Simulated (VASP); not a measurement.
Band structure of Sb (a7). Computed with AM05 GGA, VASP's PBE PAW potentials (set 64) (plane waves; VASP 6.6.1).

Unless said otherwise, spin-orbit coupling is left out, though it shifts the bands of the heavy elements here.

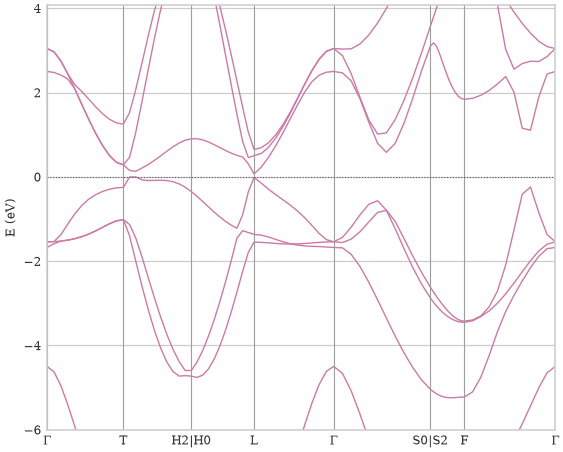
Figure: Bands along high-symmetry lines, zero at the valence-band maximum or, without a gap, the Fermi level

Q: Read the plot: is there a gap, and where are the band edges?

A: The gap is indirect, 0.07 eV, from the valence maximum at T-H2 at 0.18 to the conduction minimum at L. (Edges off the drawn lines would not show.)

The compound is Sb in the a7 structure. It was relaxed first.
